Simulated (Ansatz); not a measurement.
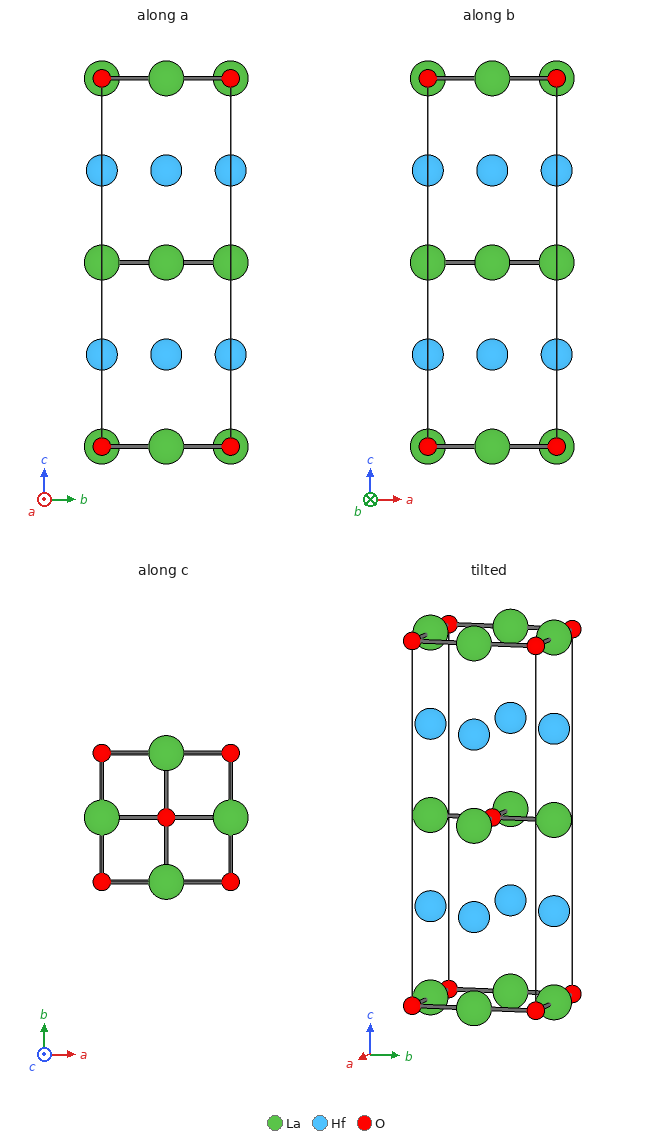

Drawn in the ball-and-stick manner and seen along the a axis, along the b axis, along the c axis and slightly off an axis. The conventional unit cell is outlined; an atom on or near a face, edge or corner is repeated at each equivalent position.

Lattice parameters: a = 4.6230 Å, b = 4.6230 Å, c = 13.2138 Å, α = 90.000°, β = 90.000°, γ = 90.000°.

> Reconstruct the structure as a CIF with its space group and independent sites.

```cif
data_structure
_symmetry_space_group_name_H-M 'I 4/m m m'
_symmetry_Int_Tables_number 139
_cell_length_a 4.6230
_cell_length_b 4.6230
_cell_length_c 13.2138
_cell_angle_alpha 90.000
_cell_angle_beta 90.000
_cell_angle_gamma 90.000
_cell_volume 282.40
loop_
_atom_site_label
_atom_site_type_symbol
_atom_site_symmetry_multiplicity
_atom_site_Wyckoff_symbol
_atom_site_fract_x
_atom_site_fract_y
_atom_site_fract_z
_atom_site_occupancy
La1 La 4 c 0.5000 0.0000 0.0000 1
Hf1 Hf 4 d 0.5000 0.0000 0.2500 1
O1 O 2 a 0.0000 0.0000 0.0000 1
```

The model was built from a random cell made by a generator, so it need not be a real form of the compound. Atoms and cell were optimised with DFT PBE, scalar-relativistic, plane waves, PAW in Ansatz 0.2.0.
